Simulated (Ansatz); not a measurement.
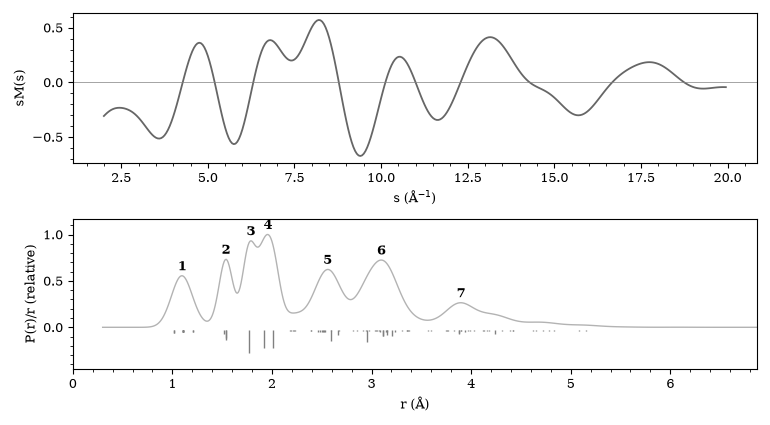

Simulated gas electron diffraction: reduced molecular intensity sM(s) from the Debye equation in the first Born approximation (top) and the radial distribution curve (bottom) of C3H12BNSi. Each pair of atoms contributes with weight ZᵢZⱼ/r (bars below the curve); damping constant 0.001 Å²; vibrational amplitudes assumed, not computed: 0.05 Å for bonds, 0.078 Å for bonds to H, 0.06 + 0.015 r up to 0.15 Å for other pairs. The geometry is the end point of an optimisation (Ansatz 0.2.0, RKS PBE/6-31G); it may be a saddle point or a higher isomer. SMILES: BC(C)[SiH](C)N.

**Assign the numbered peaks of the radial distribution curve (– bonded, ··· not bonded).**

Peak 1, 1.10 Å: N–H 1.01–1.02 Å (×2), C–H 1.10–1.11 Å (×7), B–H 1.21 Å (×2), not resolved
Peak 2, 1.54 Å: Si–H 1.52 Å, C–B 1.54 Å, C–C 1.54 Å
Peak 3, 1.79 Å: Si–N 1.77 Å
Peak 4, 1.96 Å: Si–C 1.92–2.01 Å (×2), not resolved
Peak 5, 2.56 Å: Si···H 2.46–2.53 Å (×6), Si···B 2.59 Å, C···B 2.67 Å, not resolved
Peak 6, 3.10 Å: C···H 2.91–3.36 Å (×6), Si···C 2.95 Å, Si···H 3.09–3.24 Å (×4), N···C 3.11–3.21 Å (×3), C···C 3.16 Å, not resolved
Peak 7, 3.90 Å: C···H 3.75–4.18 Å (×9), N···H 3.77–4.11 Å (×3), N···B 3.87 Å, C···B 3.88 Å, Si···H 3.94 Å, not resolved; in its flanks B···H 3.60–4.42 Å, C···C 4.24 Å
